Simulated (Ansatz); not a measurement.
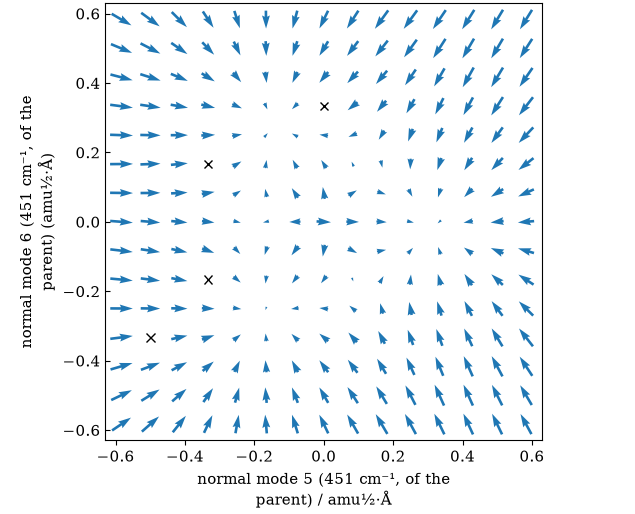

BeH6Si2, charge −1, spin multiplicity 2. The first coordinate is: normal mode 5 (451 cm⁻¹, of the parent); the second: normal mode 6 (451 cm⁻¹, of the parent). Nothing is relaxed (straight displacements along the two mass-weighted modes). Grid: 15 × 15 points. At 4 points there is no value. Points are written as (first, second). Near the degeneracy a single determinant is a rough description. Method: UHF/def2-SVPD in Ansatz 0.2.0.

The picture shows crosses at grid points without a value, arrows along the force (downhill), their lengths compressed.

Question: The arrows alone are given. Where are the wells?

Answer: The arrows converge at about (−0.171 amu½·Å, −0.264 amu½·Å); (0.333 amu½·Å, 0.000 amu½·Å); about (−0.14 amu½·Å, 0.29 amu½·Å) (read from the interpolated surface).

The energy map of the same scan:

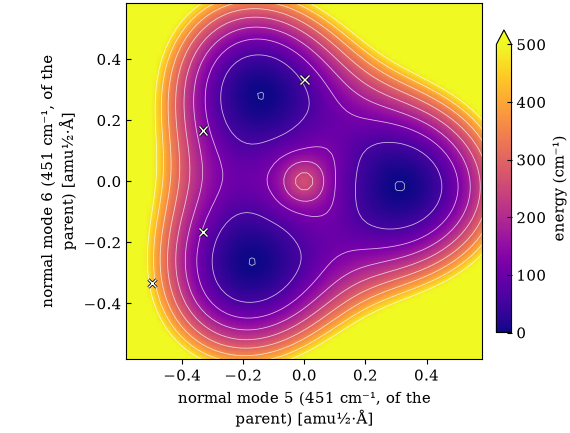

Energies are in cm⁻¹, from the lowest grid point; between grid points the surface is interpolated.
